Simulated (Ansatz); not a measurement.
## Electronic structure of CHFInN in real space

```yaml
atoms:
  - { symbol: N, position_ang: [1.0097, -1.7925, 1.5524] }
  - { symbol: C, position_ang: [0.5792, -0.9693, 0.8533] }
  - { symbol: In, position_ang: [-0.1670, 0.5730, -0.4122] }
  - { symbol: F, position_ang: [-1.7967, -0.0262, -1.3211] }
  - { symbol: H, position_ang: [0.4247, 2.1413, -0.7138] }
```

Core potentials replace the inner electrons of In.

Theory: RKS B3LYP/def2-SVP (Ansatz 0.2.0).

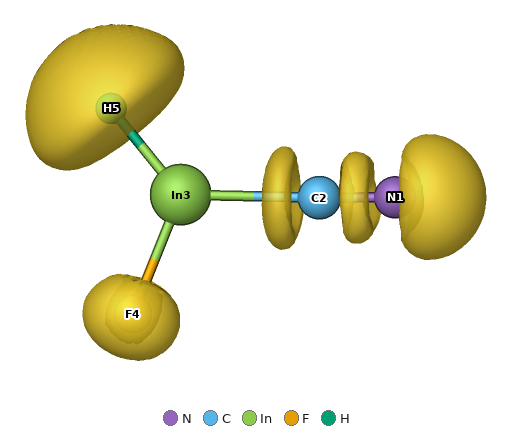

Figure 1. Isosurface of the ELF at 0.8 (yellow), seen across its widest extent. Only the valence region is drawn (cores and ρ < 0.01 e/Å³ removed).

> What do the ELF domains correspond to?

The surface consists of one region between bonded C–N atoms (shared pairs), one region around a hydrogen nucleus, one lobe of the valence shell of C pointing towards In (polar bonds), one lobe on N, pointing away from the bonds (lone pairs) and one region wrapped around F (its valence shell). Along the contacts the grid gives the following. C–N (1.16 Å): the ELF peaks at about 0.85 between the atoms: a multiple bond. In–F (1.96 Å): the ELF peaks at about 0.80 in the valence shell of F, 0.5 Å from its nucleus, and drops to about 0.10 between the two atoms.

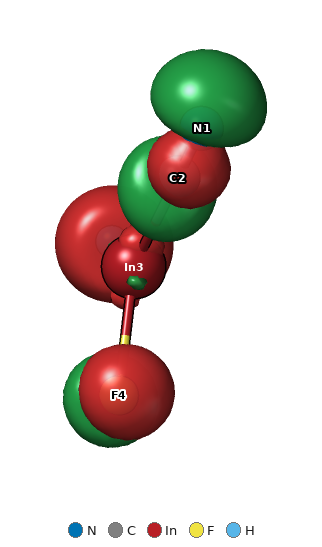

Figure 2. One frontier orbital at ±0.15 Å⁻³ᐟ² (green and red are the two phases), seen at an oblique angle.

> Which orbital is it: HOMO or LUMO?

The HOMO, at −9.37 eV. By Hirshfeld shares it lies mainly on F4 (about 30 %), N1 (about 25 %), H5 (about 15 %), C2 (about 15 %) and In3 (about 15 %); it is symmetric in the molecular plane (an in-plane orbital: σ, lone-pair or in-plane π type).

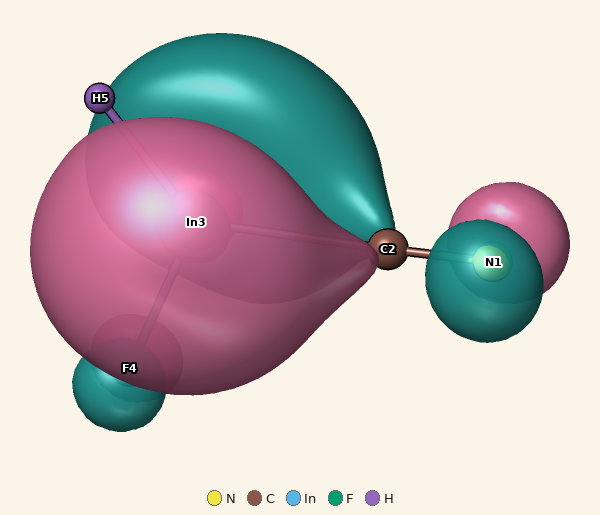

Figure 3. One frontier orbital at ±0.1 Å⁻³ᐟ² (teal and pink are the two phases), seen at a tilt.

> Which orbital is it: HOMO or LUMO?

The LUMO, at −2.78 eV. Its weight (Hirshfeld) is mainly on In3 (about 75 %), C2 (about 10 %) and N1 (about 10 %); it changes sign across the molecular plane (π type); π-antibonding (a node) across N1–C2.
